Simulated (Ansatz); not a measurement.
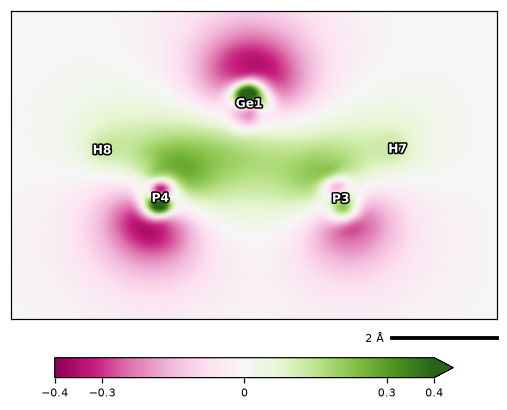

Figure. GeH5P3. The HOMO on the plane of atoms Ge1, P4 and H8 (values in Å⁻³ᐟ²; the overall sign is arbitrary).

Geometry: BLYP-D3(BJ)/def2-SVP.

Level of theory: isolated molecule in a Gaussian basis; Kohn-Sham density functional theory, functional PBE0 in Ansatz 0.2.0.

The calculation's input:

```
crystal:
  periodic: [false, false, false]
  atoms:
    - {symbol: Ge, position_ang: [-0.751887, 1.094587, -1.886394]}
    - {symbol: P, position_ang: [-2.695140, -0.344848, -1.164945]}
    - {symbol: P, position_ang: [-1.367421, -1.184313, -2.784907]}
    - {symbol: P, position_ang: [0.524595, -0.084478, -0.124100]}
    - {symbol: H, position_ang: [-4.029016, -0.408073, -1.671339]}
    - {symbol: H, position_ang: [-2.710043, -1.351382, -0.153095]}
    - {symbol: H, position_ang: [-2.224591, -0.624974, -3.805291]}
    - {symbol: H, position_ang: [0.957613, 1.135791, 0.511096]}
    - {symbol: H, position_ang: [1.675884, -0.139469, -0.990586]}
basis:
  gaussian:
    orbitals: def2-TZVPD
hamiltonian:
  xc: pbe0
output: {forces: true, orbitals: {seedname: orbitals}}
```

Run with:

```sh
ansatz run input.yaml --threads 2 --pin off --max-ram 4350MiB --events-out events.jsonl --progress --plain --runs-dir runs
```

Describe this orbital and give its energy.

By Hirshfeld shares it lies mainly on Ge1 (about 40 %), P4 (about 30 %) and P3 (about 20 %). Its energy is −6.23 eV.
